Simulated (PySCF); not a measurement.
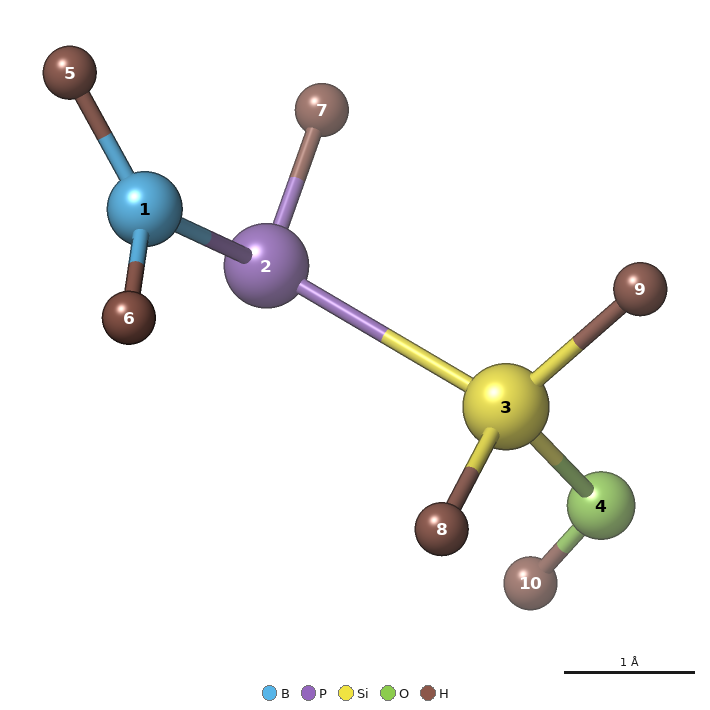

Orthographic view. Atoms fade into the background with distance from the viewer. The geometry was computed by an optimisation with PBE0-D3(BJ)/def2-SVP. No frequency run is at hand to confirm it as a minimum.

Write a MOL file (V2000) with the atoms in numerical order, bonds sorted by atom number with the orders drawn, and coordinates in the frame of the picture: x right, y up, z towards the viewer, origin at the mean position.

```
BH6OPSi
                    3D

 10  9  0  0  0  0  0  0  0  0999 V2000
   -1.7000    0.9300    0.8600 B   0  0  0  0  0  0  0  0  0  0  0  0
   -0.7600    0.4900   -0.6600 P   0  0  0  0  0  0  0  0  0  0  0  0
    1.0900   -0.6000   -0.0200 Si  0  0  0  0  0  4  0  0  0  0  0  0
    1.8200   -1.3700   -1.3000 O   0  0  0  0  0  0  0  0  0  0  0  0
   -2.2800    1.9800    0.9400 H   0  0  0  0  0  0  0  0  0  0  0  0
   -1.8300    0.0900    1.7200 H   0  0  0  0  0  0  0  0  0  0  0  0
   -0.3300    1.6900   -1.2800 H   0  0  0  0  0  0  0  0  0  0  0  0
    0.5900   -1.5500    1.0200 H   0  0  0  0  0  0  0  0  0  0  0  0
    2.1300    0.3100    0.5300 H   0  0  0  0  0  0  0  0  0  0  0  0
    1.2800   -1.9700   -1.8200 H   0  0  0  0  0  0  0  0  0  0  0  0
  1  2  1  0
  1  5  1  0
  1  6  1  0
  2  3  1  0
  2  7  1  0
  3  4  1  0
  3  8  1  0
  3  9  1  0
  4 10  1  0
M  END
```
